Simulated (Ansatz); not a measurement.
# CH₇BGaNO: basis-set convergence

How large a basis does CH₇BGaNO need? Two functionals are run in growing sets.

The runs use Ansatz 0.2.0, Gaussian basis; one geometry, several basis sets.

The runs, in order: PBE0-D4/def2-SVP; ωB97M-V/def2-SVP; PBE0-D4/def2-QZVPP; ωB97M-V/def2-QZVPP; the functionals' def2-TZVPP values are taken from earlier runs.

**1. Structure used throughout**

An earlier PBE0-D4 in a triple-zeta def2 set relaxation fixed the geometry.

SMILES `CB(O)[NH][GaH2]`, 12 atoms, charge 0, spin multiplicity 1.

Atoms are counted from 1 here; the program's logs count them from 0.

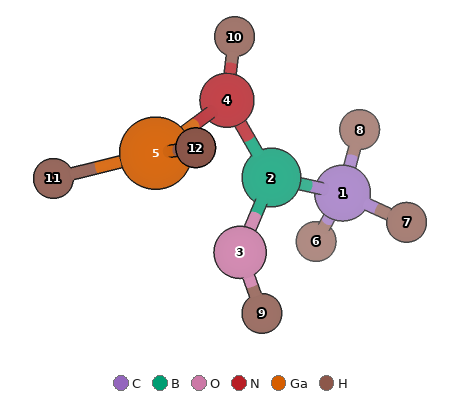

The structure; carbon purple, boron teal, oxygen pink, nitrogen red, gallium orange, hydrogen brown; atoms are numbered from 1 in the order of the file.

Coordinates:

```mol
CH7BGaNO
  3D, bonds by distance, orders not assigned

 12 11  0  0  0  0  0  0  0  0999 V2000
   -1.3813   -0.6202    1.1891 C   0  0
   -0.2821   -0.0619    0.2214 B   0  0
    0.7703   -0.9035   -0.2668 O   0  0
   -0.0623    1.1853   -0.3336 N   0  0
    1.5165    0.8340   -1.3540 Ga  0  0
   -0.9367   -1.0070    2.1122 H   0  0
   -1.9276   -1.4515    0.7308 H   0  0
   -2.1116    0.1408    1.4682 H   0  0
    0.8227   -1.8225   -0.0090 H   0  0
   -0.6327    1.9956   -0.1822 H   0  0
    2.8933    1.2014   -0.6988 H   0  0
    1.3316    0.5095   -2.8772 H   0  0
  1  2  8  0
  2  3  8  0
  2  4  8  0
  4  5  8  0
  1  6  8  0
  1  7  8  0
  1  8  8  0
  3  9  8  0
  4 10  8  0
  5 11  8  0
  5 12  8  0
M  END
```

**2. PBE0-D4 in def2-SVP**

The input, in.yaml:

```yaml
crystal:
  periodic: [false, false, false]
  atoms:
    - {symbol: C, position_ang: [-1.381323, -0.620232, 1.189088]}
    - {symbol: B, position_ang: [-0.282138, -0.061922, 0.221377]}
    - {symbol: O, position_ang: [0.770323, -0.903550, -0.266841]}
    - {symbol: N, position_ang: [-0.062252, 1.185342, -0.333563]}
    - {symbol: Ga, position_ang: [1.516453, 0.834010, -1.353967]}
    - {symbol: H, position_ang: [-0.936691, -1.007009, 2.112211]}
    - {symbol: H, position_ang: [-1.927622, -1.451471, 0.730823]}
    - {symbol: H, position_ang: [-2.111565, 0.140779, 1.468199]}
    - {symbol: H, position_ang: [0.822658, -1.822471, -0.009039]}
    - {symbol: H, position_ang: [-0.632731, 1.995600, -0.182231]}
    - {symbol: H, position_ang: [2.893268, 1.201375, -0.698841]}
    - {symbol: H, position_ang: [1.331620, 0.509539, -2.877217]}
basis:
  gaussian: {orbitals: def2-SVP}
hamiltonian: {xc: pbe0, dispersion: d4}
output: {orbitals: {seedname: orbitals}}
```

The run is started by

```
$ ansatz run in.yaml --threads 4 --pin off --events-out ev --progress --plain --max-ram 10444MiB
```

The program printed:

```text
Functional definition: PBE0
  name "PBE0"
  cite "Adamo & Barone, J. Chem. Phys. 110, 6158 (1999) doi:10.1063/1.478522"
  cite "Perdew, Burke & Ernzerhof, Phys. Rev. Lett. 77, 3865 (1996) doi:10.1103/PhysRevLett.77.3865"
  parent pbe
  parameter a = 0.25
  parameter kappa = 0.804
  parameter beta = 0.06672455060314922
  exchange = (1 - a)*pbe_x(kappa = kappa, mu = beta*pi^2/3) + a*exact_x
  correlation = pbe_c(beta = beta)
1422 factors; their error is unknown
mean field evaluation 1: about -57710.9039 eV, gradient 7.3e1 eV
mean field evaluation 2: about -57700.9527 eV, gradient 9.8e1 eV
mean field evaluation 4: about -57721.4875 eV, gradient 4.9e0 eV
mean field evaluation 8: about -57721.5361 eV, gradient 6.5e-2 eV
mean field evaluation 16: about -57721.7047 eV, gradient 1.2e-5 eV
mean field -57721.70468705 eV, -2121.2335220725 hartree, gradient 1.2e-5 eV, S^2 0.000000; 0 other end points of the search recorded, 0 dependent functions left out
reference -57721.70472007 eV, -2121.2335232859 hartree; 32, 32 occupied and 91, 91 virtual orbitals, 1422 factors
Total energy: -57721.91758916 eV, -2121.2413460807 hartree
```

Wall time 1.2 s (4 threads of Arm Neoverse V2, shared host).

**3. ωB97M-V in def2-SVP**

in.yaml, as its differences from that of step 2:

```diff
@@ -17,3 +17,3 @@
   gaussian: {orbitals: def2-SVP}
-hamiltonian: {xc: pbe0, dispersion: d4}
+hamiltonian: {xc: {name: wB97M-V}}
 output: {orbitals: {seedname: orbitals}}
```

Same command.

The program printed (excerpt; [...] marks lines left out):

```text
Functional definition: wB97M-V
  name "wB97M-V"
  cite "Mardirossian & Head-Gordon, J. Chem. Phys. 144, 214110 (2016) doi:10.1063/1.4952647"
  cite "Becke, J. Chem. Phys. 107, 8554 (1997) doi:10.1063/1.475007"
  cite "Vydrov & Van Voorhis, J. Chem. Phys. 133, 244103 (2010) doi:10.1063/1.3521275"
  # Of w^i u^j: cxij and so on, Table III.
[...]
  gx(w, u) = 1 - cx + cx01*u + cx10*w
  gss(w, u) = css00 + css04*u^4 + css10*w + css20*w^2 + css43*w^4*u^3
  gos(w, u) = cos00 + cos10*w + (cos20 + cos21*u)*w^2 + (cos60 + cos61*u)*w^6
[...]
      + integral(e_c_pw_mod_opposite_spin*gos(b97_w_opposite, b97_u_opposite)) + vv10(b, c)
1415 factors; their error is unknown
347 factors; integrals over basis functions are off by at most 7.9e-6 eV
[...]
mean field -57729.64188024 eV, -2121.5252085423 hartree, gradient 4.0e-5 eV, S^2 0.000000; 0 other end points of the search recorded, 0 dependent functions left out
reference -57729.64193331 eV, -2121.5252104925 hartree; 32, 32 occupied and 91, 91 virtual orbitals, 1415 factors
Total energy: -57729.64193331 eV, -2121.5252104925 hartree
```

Run time: 4.9 s. Hardware: 4 threads of Arm Neoverse V2, shared host.

**4. PBE0-D4 in def2-QZVPP**

in.yaml, as its differences from that of step 3:

```diff
@@ -16,4 +16,4 @@
 basis:
-  gaussian: {orbitals: def2-SVP}
-hamiltonian: {xc: {name: wB97M-V}}
+  gaussian: {orbitals: "def2-QZVPP.json"}
+hamiltonian: {xc: pbe0, dispersion: d4}
 output: {orbitals: {seedname: orbitals}}
```

Same command.

The program printed:

```text
Functional definition: PBE0
  name "PBE0"
  cite "Adamo & Barone, J. Chem. Phys. 110, 6158 (1999) doi:10.1063/1.478522"
  cite "Perdew, Burke & Ernzerhof, Phys. Rev. Lett. 77, 3865 (1996) doi:10.1103/PhysRevLett.77.3865"
  parent pbe
  parameter a = 0.25
  parameter kappa = 0.804
  parameter beta = 0.06672455060314922
  exchange = (1 - a)*pbe_x(kappa = kappa, mu = beta*pi^2/3) + a*exact_x
  correlation = pbe_c(beta = beta)
1747 factors; their error is unknown
mean field evaluation 1: about -57721.3048 eV, gradient 8.9e1 eV
mean field evaluation 2: about -57702.3717 eV, gradient 1.3e2 eV
mean field evaluation 4: about -57735.7903 eV, gradient 7.6e0 eV
mean field evaluation 8: about -57735.9045 eV, gradient 2.3e-1 eV
mean field evaluation 16: about -57736.0557 eV, gradient 2.0e-4 eV
mean field -57736.05573442 eV, -2121.7609133358 hartree, gradient 3.8e-5 eV, S^2 0.000000; 0 other end points of the search recorded, 0 dependent functions left out
reference -57736.05578035 eV, -2121.7609150236 hartree; 32, 32 occupied and 495, 495 virtual orbitals, 1747 factors
Total energy: -57736.26864944 eV, -2121.7687378185 hartree
```

Run time: 9 s. Hardware: 4 threads of Arm Neoverse V2, shared host; peak memory 2.2 GiB.

**5. ωB97M-V in def2-QZVPP**

in.yaml, as its differences from that of step 4:

```diff
@@ -17,3 +17,3 @@
   gaussian: {orbitals: "def2-QZVPP.json"}
-hamiltonian: {xc: pbe0, dispersion: d4}
+hamiltonian: {xc: {name: wB97M-V}}
 output: {orbitals: {seedname: orbitals}}
```

The command is unchanged.

The program printed (excerpt; [...] marks lines left out):

```text
Functional definition: wB97M-V
  name "wB97M-V"
  cite "Mardirossian & Head-Gordon, J. Chem. Phys. 144, 214110 (2016) doi:10.1063/1.4952647"
  cite "Becke, J. Chem. Phys. 107, 8554 (1997) doi:10.1063/1.475007"
  cite "Vydrov & Van Voorhis, J. Chem. Phys. 133, 244103 (2010) doi:10.1063/1.3521275"
  # Of w^i u^j: cxij and so on, Table III.
[...]
  gx(w, u) = 1 - cx + cx01*u + cx10*w
  gss(w, u) = css00 + css04*u^4 + css10*w + css20*w^2 + css43*w^4*u^3
  gos(w, u) = cos00 + cos10*w + (cos20 + cos21*u)*w^2 + (cos60 + cos61*u)*w^6
[...]
      + integral(e_c_pw_mod_opposite_spin*gos(b97_w_opposite, b97_u_opposite)) + vv10(b, c)
1742 factors; their error is unknown
441 factors; integrals over basis functions are off by at most 9.5e-6 eV
[...]
mean field -57744.14411062 eV, -2122.0581556786 hartree, gradient 2.6e-5 eV, S^2 0.000000; 0 other end points of the search recorded, 0 dependent functions left out
reference -57744.14418433 eV, -2122.0581583874 hartree; 32, 32 occupied and 495, 495 virtual orbitals, 1742 factors
Total energy: -57744.14418433 eV, -2122.0581583874 hartree
```

Wall time 21 s (4 threads of Arm Neoverse V2, shared host); peak memory 2.6 GiB.

**6. Density functionals: the series**

The def2-TZVPP values come from earlier runs at the same geometry.

| functional | basis | functions | energy (eV) | from the largest (eV) | HOMO (eV) | LUMO (eV) |
| --- | --- | --- | --- | --- | --- | --- |
| PBE0-D4 | def2-SVP | 123 | -57721.9176 | 14.351 | -7.00 | 0.00 |
| PBE0-D4 | def2-TZVPP | 270 | -57734.7641 | 1.505 | -7.15 | -0.22 |
| PBE0-D4 | def2-QZVPP | 527 | -57736.2686 | 0.000 | -7.17 | -0.40 |
| ωB97M-V | def2-SVP | 123 | -57729.6419 | 14.502 | -9.26 | 1.67 |
| ωB97M-V | def2-TZVPP | 270 | -57742.6955 | 1.449 | -9.43 | 1.31 |
| ωB97M-V | def2-QZVPP | 527 | -57744.1442 | 0.000 | -9.45 | 0.83 |

**7. What came out**

| quantity | value |
| --- | --- |
| PBE0-D4: double and triple zeta above quadruple | 14.35, 1.50 eV |
| ωB97M-V: double and triple zeta above quadruple | 14.50, 1.45 eV |

For PBE0-D4 the step from double to triple zeta gains 12.85 eV and the next only 1.50 eV. These are total energies; as a rule much of such shifts cancels in differences, which this series doesn't test. The LUMO of ωB97M-V is positive and keeps falling with the basis (1.67 to 0.83 eV): an unbound level that the basis holds in place.

For PBE0-D4 the largest set took about 8 times as long as the smallest (9 s against 1.2 s).
